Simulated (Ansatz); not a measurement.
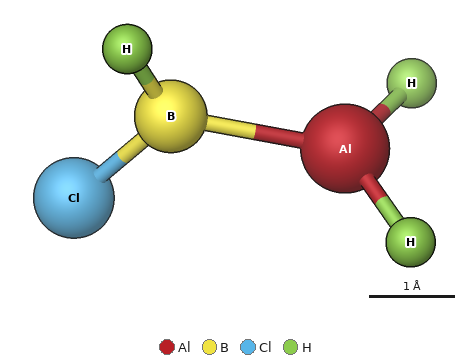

Figure 1. The input geometry (ball-and-stick view, seen at a tilt). Sticks mark near contacts. Bond lengths as drawn: Al–B 2.13 Å, Al–H 1.60 Å, B–Cl 1.76 Å and B–H 1.21 Å.

**Molecular dynamics, with input and output: AlBH₃Cl (part 1 of 4)**

- system: AlBH₃Cl
- method: RKS PBE0-D4/def2-SVP (Ansatz 0.2.0)

It belongs to a series of runs on one base structure; here: dynamics from the start.

Input file:
```yaml
crystal:
  periodic: [false, false, false]
  atoms:
    - { symbol: Al, position_ang: [-0.70165, 0.44757, -0.645316] }
    - { symbol: B, position_ang: [0.870628, -0.300803, 0.576064] }
    - { symbol: Cl, position_ang: [0.532693, -1.770708, 1.486669] }
    - { symbol: H, position_ang: [-0.864681, -0.042919, -2.15486] }
    - { symbol: H, position_ang: [-1.779958, 1.463118, -0.052189] }
    - { symbol: H, position_ang: [1.984868, 0.139743, 0.743532] }
basis:
  gaussian: { orbitals: def2-SVP }
hamiltonian:
  xc: pbe0
  dispersion: d4
md:
  timestep: 1.0
  n_steps: 150
  ensemble: nve
  temperature: 300.0
  initial_velocities: maxwell_boltzmann
  seed: 192639
scf:
  lower_state_search: "off"
```

Run as:
```bash
ansatz run input.yaml --threads 1 --pin off --max-ram 2048MiB --backend cpu --events-out ev --progress --plain --runs-dir out
```

The program's output:
```
Engine: ansatz 0.2.0, aarch64-unknown-linux-gnu
Functional definition: PBE0
  parameter a = 0.25
  parameter kappa = 0.804
  parameter beta = 0.06672455060314922
  exchange = (1 - a)*pbe_x(kappa = kappa, mu = beta*pi^2/3) + a*exact_x
  correlation = pbe_c(beta = beta)
these checks for a lower state are left out or cut short: stability, starts, cluster_reference, orbital_swaps, neighbouring_geometries, increment
672 factors; integrals over basis functions are off by at most 3.8e-4 eV
mean field evaluation 1: about -19828.6663 eV, gradient 1.4e1 eV
mean field evaluation 2: about -19828.9495 eV, gradient 1.2e1 eV
mean field evaluation 4: about -19829.4341 eV, gradient 4.1e-1 eV
mean field evaluation 8: about -19829.4532 eV, gradient 1.7e-2 eV
mean field evaluation 16: about -19829.4532 eV, gradient 3.5e-6 eV
mean field -19829.45317238 eV, -728.7189631988 hartree, gradient 3.5e-6 eV, S^2 0.000000; 0 other end points of the search recorded, 0 dependent functions left out
the calculation of the forces begins
reference -19829.45319995 eV, -728.7189642122 hartree; 19, 19 occupied and 46, 46 virtual orbitals, 672 factors
md step     0: t =     0.00 fs  T =   300.0 K  F+E_penalty+E_count = -19829.53900797 eV  E_kin = 0.155112 eV  conserved = -19829.38389597 eV  (13 SCF iters)
these checks for a lower state are left out or cut short: stability, starts, cluster_reference, orbital_swaps, neighbouring_geometries, increment
672 factors; integrals over basis functions are off by at most 3.9e-4 eV
mean field -19829.44974813 eV, -728.7188373600 hartree, gradient 1.6e-6 eV, S^2 0.000000; 0 other end points of the search recorded, 0 dependent functions left out
the calculation of the forces begins
reference -19829.44977574 eV, -728.7188383748 hartree; 19, 19 occupied and 46, 46 virtual orbitals, 672 factors
md step     1: t =     1.00 fs  T =   293.3 K  F+E_penalty+E_count = -19829.53542504 eV  E_kin = 0.151654 eV  conserved = -19829.38377150 eV  (19 SCF iters, 3 dispersion substeps)
[... from here on the SCF iterations and repeated set-up lines of each step are left out, up to the last step ...]
md step     2: t =     2.00 fs  T =   274.8 K  F+E_penalty+E_count = -19829.52561853 eV  E_kin = 0.142101 eV  conserved = -19829.38351706 eV  (19 SCF iters, 3 dispersion substeps)
md step     3: t =     3.00 fs  T =   251.7 K  F+E_penalty+E_count = -19829.51343731 eV  E_kin = 0.130157 eV  conserved = -19829.38328054 eV  (14 SCF iters, 3 dispersion substeps)
md step     4: t =     4.00 fs  T =   230.8 K  F+E_penalty+E_count = -19829.50251372 eV  E_kin = 0.119338 eV  conserved = -19829.38317610 eV  (14 SCF iters, 3 dispersion substeps)
md step     5: t =     5.00 fs  T =   215.2 K  F+E_penalty+E_count = -19829.49448271 eV  E_kin = 0.111254 eV  conserved = -19829.38322833 eV  (14 SCF iters, 3 dispersion substeps)
md step     6: t =     6.00 fs  T =   203.5 K  F+E_penalty+E_count = -19829.48857694 eV  E_kin = 0.105206 eV  conserved = -19829.38337106 eV  (14 SCF iters, 3 dispersion substeps)
md step     7: t =     7.00 fs  T =   191.7 K  F+E_penalty+E_count = -19829.48263283 eV  E_kin = 0.099137 eV  conserved = -19829.38349562 eV  (15 SCF iters, 3 dispersion substeps)
md step     8: t =     8.00 fs  T =   176.5 K  F+E_penalty+E_count = -19829.47475629 eV  E_kin = 0.091233 eV  conserved = -19829.38352335 eV  (15 SCF iters, 3 dispersion substeps)
md step     9: t =     9.00 fs  T =   156.8 K  F+E_penalty+E_count = -19829.46453061 eV  E_kin = 0.081078 eV  conserved = -19829.38345303 eV  (15 SCF iters, 3 dispersion substeps)
md step    10: t =    10.00 fs  T =   134.8 K  F+E_penalty+E_count = -19829.45305867 eV  E_kin = 0.069720 eV  conserved = -19829.38333904 eV  (15 SCF iters, 3 dispersion substeps)
md step    11: t =    11.00 fs  T =   114.0 K  F+E_penalty+E_count = -19829.44215753 eV  E_kin = 0.058929 eV  conserved = -19829.38322817 eV  (14 SCF iters, 3 dispersion substeps)
md step    12: t =    12.00 fs  T =    97.6 K  F+E_penalty+E_count = -19829.43361287 eV  E_kin = 0.050474 eV  conserved = -19829.38313846 eV  (14 SCF iters, 3 dispersion substeps)
md step    13: t =    13.00 fs  T =    88.5 K  F+E_penalty+E_count = -19829.42883298 eV  E_kin = 0.045740 eV  conserved = -19829.38309261 eV  (14 SCF iters, 3 dispersion substeps)
md step    14: t =    14.00 fs  T =    87.7 K  F+E_penalty+E_count = -19829.42849277 eV  E_kin = 0.045367 eV  conserved = -19829.38312607 eV  (14 SCF iters, 3 dispersion substeps)
md step    15: t =    15.00 fs  T =    94.4 K  F+E_penalty+E_count = -19829.43204028 eV  E_kin = 0.048792 eV  conserved = -19829.38324810 eV  (14 SCF iters, 3 dispersion substeps)
md step    16: t =    16.00 fs  T =   104.8 K  F+E_penalty+E_count = -19829.43758526 eV  E_kin = 0.054170 eV  conserved = -19829.38341520 eV  (14 SCF iters, 3 dispersion substeps)
md step    17: t =    17.00 fs  T =   114.1 K  F+E_penalty+E_count = -19829.44254959 eV  E_kin = 0.058996 eV  conserved = -19829.38355351 eV  (14 SCF iters, 3 dispersion substeps)
md step    18: t =    18.00 fs  T =   118.3 K  F+E_penalty+E_count = -19829.44478698 eV  E_kin = 0.061187 eV  conserved = -19829.38359956 eV  (14 SCF iters, 3 dispersion substeps)
md step    19: t =    19.00 fs  T =   116.1 K  F+E_penalty+E_count = -19829.44357980 eV  E_kin = 0.060054 eV  conserved = -19829.38352613 eV  (14 SCF iters, 3 dispersion substeps)
md step    20: t =    20.00 fs  T =   109.7 K  F+E_penalty+E_count = -19829.44007666 eV  E_kin = 0.056720 eV  conserved = -19829.38335703 eV  (14 SCF iters, 3 dispersion substeps)
md step    21: t =    21.00 fs  T =   103.9 K  F+E_penalty+E_count = -19829.43690247 eV  E_kin = 0.053727 eV  conserved = -19829.38317501 eV  (14 SCF iters, 3 dispersion substeps)
md step    22: t =    22.00 fs  T =   104.0 K  F+E_penalty+E_count = -19829.43685148 eV  E_kin = 0.053757 eV  conserved = -19829.38309447 eV  (14 SCF iters, 3 dispersion substeps)
md step    23: t =    23.00 fs  T =   112.1 K  F+E_penalty+E_count = -19829.44113776 eV  E_kin = 0.057954 eV  conserved = -19829.38318378 eV  (14 SCF iters, 3 dispersion substeps)
md step    24: t =    24.00 fs  T =   125.7 K  F+E_penalty+E_count = -19829.44837742 eV  E_kin = 0.064978 eV  conserved = -19829.38339924 eV  (14 SCF iters, 3 dispersion substeps)
md step    25: t =    25.00 fs  T =   138.6 K  F+E_penalty+E_count = -19829.45526731 eV  E_kin = 0.071658 eV  conserved = -19829.38360937 eV  (14 SCF iters, 3 dispersion substeps)
md step    26: t =    26.00 fs  T =   144.9 K  F+E_penalty+E_count = -19829.45858912 eV  E_kin = 0.074897 eV  conserved = -19829.38369195 eV  (15 SCF iters, 3 dispersion substeps)
md step    27: t =    27.00 fs  T =   142.1 K  F+E_penalty+E_count = -19829.45710179 eV  E_kin = 0.073495 eV  conserved = -19829.38360650 eV  (15 SCF iters, 3 dispersion substeps)
md step    28: t =    28.00 fs  T =   133.0 K  F+E_penalty+E_count = -19829.45218941 eV  E_kin = 0.068789 eV  conserved = -19829.38340069 eV  (14 SCF iters, 3 dispersion substeps)
md step    29: t =    29.00 fs  T =   123.6 K  F+E_penalty+E_count = -19829.44710674 eV  E_kin = 0.063926 eV  conserved = -19829.38318049 eV  (14 SCF iters, 3 dispersion substeps)
md step    30: t =    30.00 fs  T =   120.4 K  F+E_penalty+E_count = -19829.44529760 eV  E_kin = 0.062233 eV  conserved = -19829.38306430 eV  (14 SCF iters, 3 dispersion substeps)
md step    31: t =    31.00 fs  T =   126.6 K  F+E_penalty+E_count = -19829.44856414 eV  E_kin = 0.065447 eV  conserved = -19829.38311754 eV  (14 SCF iters, 3 dispersion substeps)
md step    32: t =    32.00 fs  T =   140.8 K  F+E_penalty+E_count = -19829.45609557 eV  E_kin = 0.072794 eV  conserved = -19829.38330168 eV  (14 SCF iters, 3 dispersion substeps)
md step    33: t =    33.00 fs  T =   157.8 K  F+E_penalty+E_count = -19829.46508379 eV  E_kin = 0.081588 eV  conserved = -19829.38349562 eV  (14 SCF iters, 3 dispersion substeps)
md step    34: t =    34.00 fs  T =   172.0 K  F+E_penalty+E_count = -19829.47254656 eV  E_kin = 0.088954 eV  conserved = -19829.38359270 eV  (15 SCF iters, 3 dispersion substeps)
md step    35: t =    35.00 fs  T =   180.5 K  F+E_penalty+E_count = -19829.47692623 eV  E_kin = 0.093348 eV  conserved = -19829.38357802 eV  (15 SCF iters, 3 dispersion substeps)
md step    36: t =    36.00 fs  T =   183.5 K  F+E_penalty+E_count = -19829.47836346 eV  E_kin = 0.094860 eV  conserved = -19829.38350335 eV  (15 SCF iters, 3 dispersion substeps)
md step    37: t =    37.00 fs  T =   182.9 K  F+E_penalty+E_count = -19829.47797619 eV  E_kin = 0.094562 eV  conserved = -19829.38341393 eV  (15 SCF iters, 3 dispersion substeps)
md step    38: t =    38.00 fs  T =   181.5 K  F+E_penalty+E_count = -19829.47717237 eV  E_kin = 0.093846 eV  conserved = -19829.38332628 eV  (15 SCF iters, 3 dispersion substeps)
md step    39: t =    39.00 fs  T =   182.0 K  F+E_penalty+E_count = -19829.47734613 eV  E_kin = 0.094088 eV  conserved = -19829.38325780 eV  (14 SCF iters, 3 dispersion substeps)
md step    40: t =    40.00 fs  T =   186.3 K  F+E_penalty+E_count = -19829.47957187 eV  E_kin = 0.096330 eV  conserved = -19829.38324190 eV  (14 SCF iters, 3 dispersion substeps)
md step    41: t =    41.00 fs  T =   194.9 K  F+E_penalty+E_count = -19829.48408119 eV  E_kin = 0.100774 eV  conserved = -19829.38330731 eV  (15 SCF iters, 3 dispersion substeps)
md step    42: t =    42.00 fs  T =   205.7 K  F+E_penalty+E_count = -19829.48981901 eV  E_kin = 0.106368 eV  conserved = -19829.38345053 eV  (15 SCF iters, 3 dispersion substeps)
md step    43: t =    43.00 fs  T =   214.5 K  F+E_penalty+E_count = -19829.49451213 eV  E_kin = 0.110890 eV  conserved = -19829.38362174 eV  (20 SCF iters, 3 dispersion substeps)
md step    44: t =    44.00 fs  T =   216.1 K  F+E_penalty+E_count = -19829.49547174 eV  E_kin = 0.111739 eV  conserved = -19829.38373308 eV  (20 SCF iters, 3 dispersion substeps)
md step    45: t =    45.00 fs  T =   207.5 K  F+E_penalty+E_count = -19829.49097194 eV  E_kin = 0.107273 eV  conserved = -19829.38369916 eV  (19 SCF iters, 3 dispersion substeps)
md step    46: t =    46.00 fs  T =   189.6 K  F+E_penalty+E_count = -19829.48154275 eV  E_kin = 0.098039 eV  conserved = -19829.38350393 eV  (19 SCF iters, 3 dispersion substeps)
md step    47: t =    47.00 fs  T =   168.1 K  F+E_penalty+E_count = -19829.47015622 eV  E_kin = 0.086910 eV  conserved = -19829.38324652 eV  (15 SCF iters, 3 dispersion substeps)
md step    48: t =    48.00 fs  T =   150.1 K  F+E_penalty+E_count = -19829.46069206 eV  E_kin = 0.077600 eV  conserved = -19829.38309231 eV  (15 SCF iters, 3 dispersion substeps)
md step    49: t =    49.00 fs  T =   139.9 K  F+E_penalty+E_count = -19829.45546955 eV  E_kin = 0.072330 eV  conserved = -19829.38313921 eV  (15 SCF iters, 3 dispersion substeps)
md step    50: t =    50.00 fs  T =   136.3 K  F+E_penalty+E_count = -19829.45380662 eV  E_kin = 0.070479 eV  conserved = -19829.38332807 eV  (15 SCF iters, 3 dispersion substeps)
md step    51: t =    51.00 fs  T =   134.2 K  F+E_penalty+E_count = -19829.45289191 eV  E_kin = 0.069394 eV  conserved = -19829.38349814 eV  (14 SCF iters, 3 dispersion substeps)
md step    52: t =    52.00 fs  T =   128.9 K  F+E_penalty+E_count = -19829.45016537 eV  E_kin = 0.066640 eV  conserved = -19829.38352551 eV  (15 SCF iters, 3 dispersion substeps)
md step    53: t =    53.00 fs  T =   119.5 K  F+E_penalty+E_count = -19829.44519286 eV  E_kin = 0.061788 eV  conserved = -19829.38340532 eV  (15 SCF iters, 3 dispersion substeps)
md step    54: t =    54.00 fs  T =   109.4 K  F+E_penalty+E_count = -19829.43978023 eV  E_kin = 0.056551 eV  conserved = -19829.38322917 eV  (14 SCF iters, 3 dispersion substeps)
md step    55: t =    55.00 fs  T =   103.5 K  F+E_penalty+E_count = -19829.43660748 eV  E_kin = 0.053500 eV  conserved = -19829.38310791 eV  (14 SCF iters, 3 dispersion substeps)
md step    56: t =    56.00 fs  T =   105.3 K  F+E_penalty+E_count = -19829.43753988 eV  E_kin = 0.054438 eV  conserved = -19829.38310182 eV  (14 SCF iters, 3 dispersion substeps)
md step    57: t =    57.00 fs  T =   115.1 K  F+E_penalty+E_count = -19829.44269118 eV  E_kin = 0.059496 eV  conserved = -19829.38319540 eV  (15 SCF iters, 3 dispersion substeps)
md step    58: t =    58.00 fs  T =   130.2 K  F+E_penalty+E_count = -19829.45063961 eV  E_kin = 0.067315 eV  conserved = -19829.38332468 eV  (15 SCF iters, 3 dispersion substeps)
md step    59: t =    59.00 fs  T =   146.9 K  F+E_penalty+E_count = -19829.45938255 eV  E_kin = 0.075947 eV  conserved = -19829.38343591 eV  (15 SCF iters, 3 dispersion substeps)
md step    60: t =    60.00 fs  T =   161.7 K  F+E_penalty+E_count = -19829.46715143 eV  E_kin = 0.083628 eV  conserved = -19829.38352391 eV  (20 SCF iters, 3 dispersion substeps)
md step    61: t =    61.00 fs  T =   172.0 K  F+E_penalty+E_count = -19829.47254094 eV  E_kin = 0.088937 eV  conserved = -19829.38360403 eV  (20 SCF iters, 3 dispersion substeps)
md step    62: t =    62.00 fs  T =   175.4 K  F+E_penalty+E_count = -19829.47435476 eV  E_kin = 0.090703 eV  conserved = -19829.38365156 eV  (20 SCF iters, 3 dispersion substeps)
md step    63: t =    63.00 fs  T =   171.0 K  F+E_penalty+E_count = -19829.47199332 eV  E_kin = 0.088389 eV  conserved = -19829.38360384 eV  (20 SCF iters, 3 dispersion substeps)
md step    64: t =    64.00 fs  T =   160.3 K  F+E_penalty+E_count = -19829.46632575 eV  E_kin = 0.082883 eV  conserved = -19829.38344247 eV  (20 SCF iters, 3 dispersion substeps)
md step    65: t =    65.00 fs  T =   148.2 K  F+E_penalty+E_count = -19829.45988381 eV  E_kin = 0.076631 eV  conserved = -19829.38325240 eV  (15 SCF iters, 3 dispersion substeps)
md step    66: t =    66.00 fs  T =   140.0 K  F+E_penalty+E_count = -19829.45556710 eV  E_kin = 0.072399 eV  conserved = -19829.38316857 eV  (15 SCF iters, 3 dispersion substeps)
md step    67: t =    67.00 fs  T =   138.0 K  F+E_penalty+E_count = -19829.45463245 eV  E_kin = 0.071371 eV  conserved = -19829.38326098 eV  (14 SCF iters, 3 dispersion substeps)
md step    68: t =    68.00 fs  T =   139.6 K  F+E_penalty+E_count = -19829.45565383 eV  E_kin = 0.072182 eV  conserved = -19829.38347192 eV  (14 SCF iters, 3 dispersion substeps)
md step    69: t =    69.00 fs  T =   138.7 K  F+E_penalty+E_count = -19829.45538367 eV  E_kin = 0.071724 eV  conserved = -19829.38366000 eV  (15 SCF iters, 3 dispersion substeps)
md step    70: t =    70.00 fs  T =   130.0 K  F+E_penalty+E_count = -19829.45090929 eV  E_kin = 0.067215 eV  conserved = -19829.38369473 eV  (15 SCF iters, 3 dispersion substeps)
md step    71: t =    71.00 fs  T =   112.4 K  F+E_penalty+E_count = -19829.44166594 eV  E_kin = 0.058130 eV  conserved = -19829.38353639 eV  (14 SCF iters, 3 dispersion substeps)
md step    72: t =    72.00 fs  T =    90.5 K  F+E_penalty+E_count = -19829.43006387 eV  E_kin = 0.046801 eV  conserved = -19829.38326269 eV  (14 SCF iters, 3 dispersion substeps)
md step    73: t =    73.00 fs  T =    72.1 K  F+E_penalty+E_count = -19829.42029187 eV  E_kin = 0.037262 eV  conserved = -19829.38303030 eV  (14 SCF iters, 3 dispersion substeps)
md step    74: t =    74.00 fs  T =    63.7 K  F+E_penalty+E_count = -19829.41591714 eV  E_kin = 0.032944 eV  conserved = -19829.38297337 eV  (14 SCF iters, 3 dispersion substeps)
md step    75: t =    75.00 fs  T =    67.2 K  F+E_penalty+E_count = -19829.41783719 eV  E_kin = 0.034730 eV  conserved = -19829.38310745 eV  (14 SCF iters, 3 dispersion substeps)
md step    76: t =    76.00 fs  T =    78.7 K  F+E_penalty+E_count = -19829.42401670 eV  E_kin = 0.040686 eV  conserved = -19829.38333040 eV  (14 SCF iters, 3 dispersion substeps)
md step    77: t =    77.00 fs  T =    91.9 K  F+E_penalty+E_count = -19829.43101120 eV  E_kin = 0.047497 eV  conserved = -19829.38351410 eV  (14 SCF iters, 3 dispersion substeps)
md step    78: t =    78.00 fs  T =   101.3 K  F+E_penalty+E_count = -19829.43594349 eV  E_kin = 0.052358 eV  conserved = -19829.38358547 eV  (14 SCF iters, 3 dispersion substeps)
md step    79: t =    79.00 fs  T =   104.7 K  F+E_penalty+E_count = -19829.43768925 eV  E_kin = 0.054151 eV  conserved = -19829.38353868 eV  (14 SCF iters, 3 dispersion substeps)
md step    80: t =    80.00 fs  T =   103.6 K  F+E_penalty+E_count = -19829.43700159 eV  E_kin = 0.053590 eV  conserved = -19829.38341198 eV  (14 SCF iters, 3 dispersion substeps)
md step    81: t =    81.00 fs  T =   101.8 K  F+E_penalty+E_count = -19829.43589143 eV  E_kin = 0.052621 eV  conserved = -19829.38327010 eV  (14 SCF iters, 3 dispersion substeps)
md step    82: t =    82.00 fs  T =   103.3 K  F+E_penalty+E_count = -19829.43657942 eV  E_kin = 0.053392 eV  conserved = -19829.38318744 eV  (14 SCF iters, 3 dispersion substeps)
md step    83: t =    83.00 fs  T =   110.5 K  F+E_penalty+E_count = -19829.44034693 eV  E_kin = 0.057137 eV  conserved = -19829.38320991 eV  (14 SCF iters, 3 dispersion substeps)
md step    84: t =    84.00 fs  T =   122.9 K  F+E_penalty+E_count = -19829.44685019 eV  E_kin = 0.063528 eV  conserved = -19829.38332247 eV  (15 SCF iters, 3 dispersion substeps)
md step    85: t =    85.00 fs  T =   137.1 K  F+E_penalty+E_count = -19829.45434855 eV  E_kin = 0.070885 eV  conserved = -19829.38346309 eV  (15 SCF iters, 3 dispersion substeps)
md step    86: t =    86.00 fs  T =   149.0 K  F+E_penalty+E_count = -19829.46061443 eV  E_kin = 0.077039 eV  conserved = -19829.38357534 eV  (15 SCF iters, 3 dispersion substeps)
md step    87: t =    87.00 fs  T =   155.1 K  F+E_penalty+E_count = -19829.46380912 eV  E_kin = 0.080181 eV  conserved = -19829.38362775 eV  (15 SCF iters, 3 dispersion substeps)
```
